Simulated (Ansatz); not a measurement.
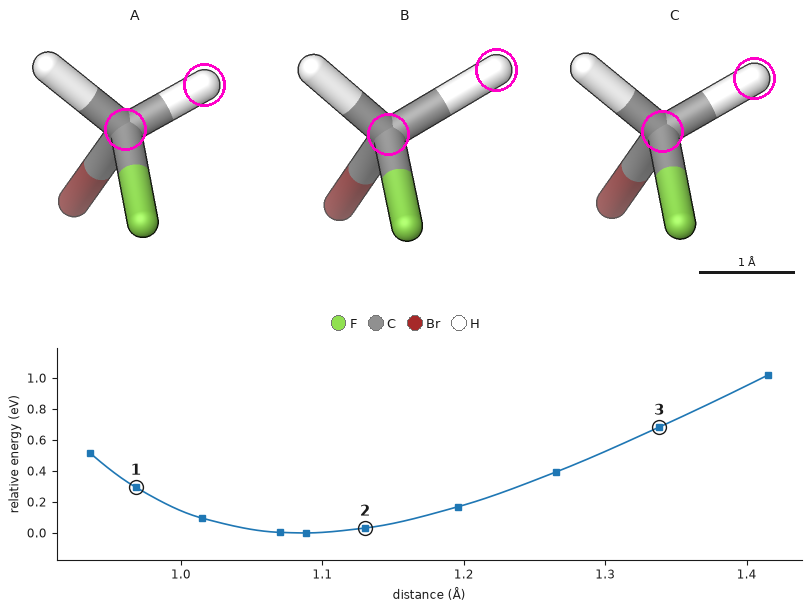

Energy scan for CH2BrF, in which one C–H bond length is varied, with all other coordinates relaxed. The frames are shuffled; the numbered points of the plot belong to them. The picture is a stick view, seen from a free direction. The ringed atoms are those of the scanned coordinate.

Single-point energies from Ansatz with CCSD(T) in the def2-TZVPP basis, on geometries relaxed under the constraint at PBE0-D4/def2-TZVP. Coupled cluster with a frozen core. Energies are counted from the PBE0-D4/def2-TZVP minimum geometry at the same level.

Which frame belongs to which numbered point?

Point 1 is frame A (the distance 0.968 Å, 0.296 eV); 2 is frame C (the distance 1.130 Å, 0.032 eV); 3 is frame B (the distance 1.338 Å, 0.683 eV). Of the computed points the lowest is at the distance 1.088 Å, 0.000 eV. At the ends of the scan the energy is 0.514 eV (0.936 Å) and 1.019 eV (1.415 Å). The curvature at the lowest point is about 34 eV/Å² (5.4 mdyn/Å). The well is steeper on the short side, as for any bond.
